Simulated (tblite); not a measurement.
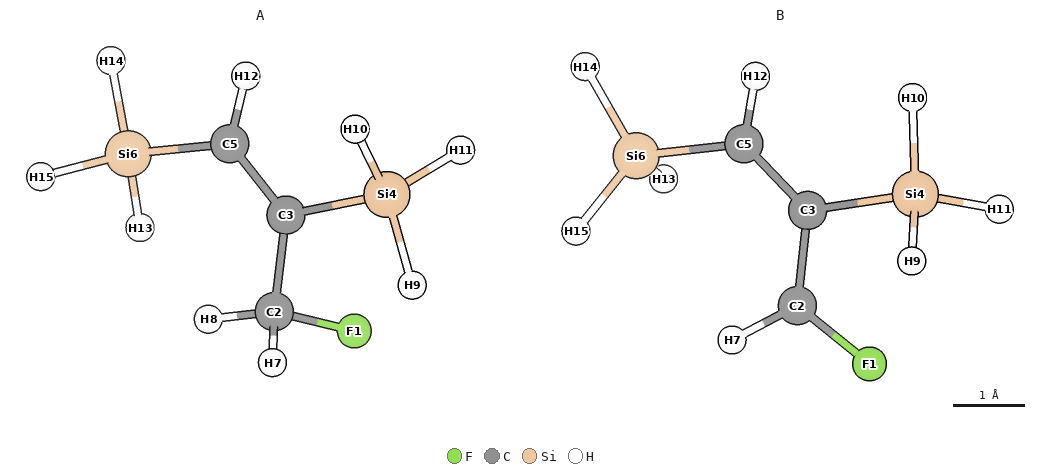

Two geometries of C$_{3}$H$_{9}$FSi$_{2}$, drawn at one scale. One is the start of a relaxation, the other its converged end. Style: ball-and-stick. Shown at a tilt.

All numbers below come from tblite, GFN2-xTB geometry optimisation, gas phase. 

Question: Which geometry has the lower energy?

Answer: Structure B is the relaxed one. The largest move after the best rigid fit is that of H8, 1.17 Å. By element the largest moves are H 1.17 Å, F 1.16 Å, Si 0.20 Å, C 0.11 Å. Among the contacts that change: C5–Si6 1.840 → 1.882 Å, Si4–H10 1.502 → 1.465 Å, C3–Si4 1.861 → 1.895 Å, Si6–H15 1.494 → 1.467 Å. Among the angles between lasting bonds that change: F1–C2–H8 113.5° → 106.5°, Si4–C3–C5 118.3° → 124.4°, H14–Si6–H15 105.1° → 109.9°. Groups turn about C2–C3 by about 65°, C3–Si4 by about 40°, C5–Si6 by about 30°. After 128 geometry steps the energy has fallen by 30.6 kJ/mol.
